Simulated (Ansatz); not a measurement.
Reaction (SMILES): [GeH] (GeH) → Ge atom + H atom
B3LYP-D3(BJ)/def2-TZVP geometries, fixed; electronic energies without zero-point terms.
Largest species:
```
Ge
H 1 1.6063
```
Charge 0, spin multiplicity 2.

Basis-set convergence of the atomisation energy at CCSD(T) with Ansatz (a program for electronic structure). Cartesian d functions, on some or all atoms, in 6-31G*; all else is spherical. Cores are frozen (with 3d on Ga to Br). Open shells are unrestricted. No added dispersion term, no relativity. Functions are those of the species that has most. Reference: Hartree-Fock in aug-cc-pVQZ plus the correlation part extrapolated as X^-3 from aug-cc-pVTZ and aug-cc-pVQZ, 67.89 kcal/mol, itself unsure by roughly 0.23 kcal/mol (a third of the extrapolation step and of the last Hartree-Fock step). Deviations are taken from unrounded values.

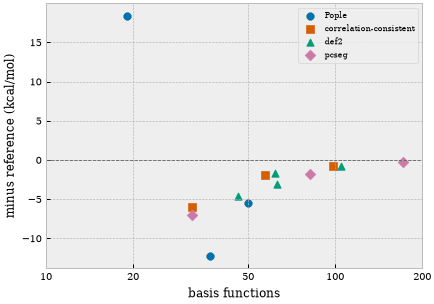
Figure. Deviation from the reference against the number of basis functions, by family of sets.

```csv
basis,functions,atomisation energy (kcal/mol),minus reference (kcal/mol)
STO-3G,19,86.31,18.42
cc-pVDZ,32,61.83,-6.06
pcseg-1,32,60.90,-6.99
6-31G*,37,55.64,-12.25
def2-SVPD,46,63.31,-4.58
6-311G**,50,62.37,-5.52
cc-pVTZ,57,65.91,-1.98
def2-TZVPP,62,66.18,-1.71
def2-TZVPD,63,64.86,-3.02
aug-pcseg-2,82,66.15,-1.74
cc-pVQZ,98,67.17,-0.72
def2-QZVP,105,67.17,-0.72
pcseg-4,172,67.68,-0.21
```
